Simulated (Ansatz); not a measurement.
# Thickness series in Sn

The reference is Sn in the diamond structure (space group Fd-3m, No. 227; a = 6.541 Å). Axes: x, y, z lie along the cube axes.

Free-standing slabs (2 atom(s) a layer) normal to [110] with 15 Å of vacuum; in-plane cell held at bulk.

All numbers come from PBEsol in Ansatz (plane waves to 420 eV, PAW, no spin-orbit coupling), earlier PAW set.

Notes on the quantities. excess energy per area of both faces: slab less bulk energy over the cell's area: twice a surface energy; uncertain by up to 0.07 J/m².

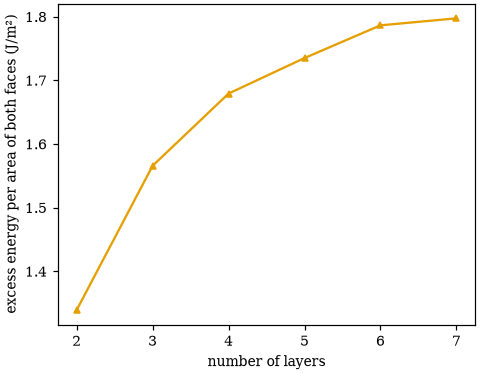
Fig. 1. Excess energy per area of both faces against number of layers

From the plot, what is the excess energy per area of both faces for 6 layers?

About 1.8 J/m².

Is the trend monotonic over the range shown?

Yes, it rises throughout, spanning 1.34 J/m² to 1.80 J/m².

Slab and bulk use different k-meshes, which limits the precision of the excess energy. Whether these cells are dynamically stable was not tested.

Ansatz is a program for electronic structure.
